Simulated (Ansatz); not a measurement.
```tsv
atom	x (Å)	y (Å)	z (Å)
Te	0.4465	-0.3487	-2.4450
H	0.5588	1.3027	-2.4788
H	-1.1964	-0.2424	-2.2723
Sb	0.7171	-0.0080	1.5911
H	-0.0204	-1.5177	1.2948
H	-0.6825	0.8313	1.0912
H	0.1768	-0.0172	3.2190
```

Geometry: PBE0-D4/def2-TZVP; core potentials replace the inner electrons of Te and Sb.

These are results of RKS PBE0-D4/def2-TZVPPD in Ansatz, not measurements.

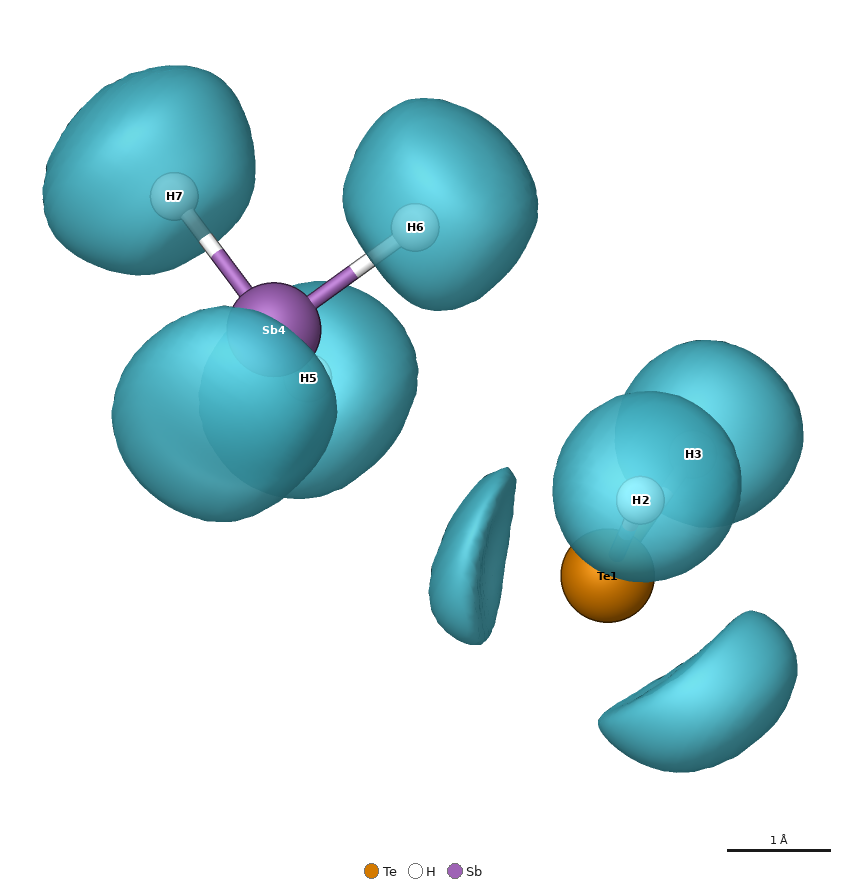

H2Te···H3Sb (SMILES [TeH2].[SbH3]). Isosurface of the electron localisation function at 0.85 (cyan), seen at an oblique angle. Only the valence region is drawn (cores and ρ < 0.01 e/Å³ removed).

Identify the bonds, lone pairs and shells in this picture.

Answer. The surface consists of five regions around hydrogen nuclei, one lobe on Sb, pointing away from the bonds (lone pairs) and two lobes on Te, pointing away from the bonds (lone pairs). Along the contacts the grid gives the following. Sb4···Te1 (4.06 Å): the ELF dips to about 0.05 between them (a weak contact between the two molecules). Te–H (1.66 Å): the ELF climbs to about 1 towards the hydrogen, as it does in any bond to H.
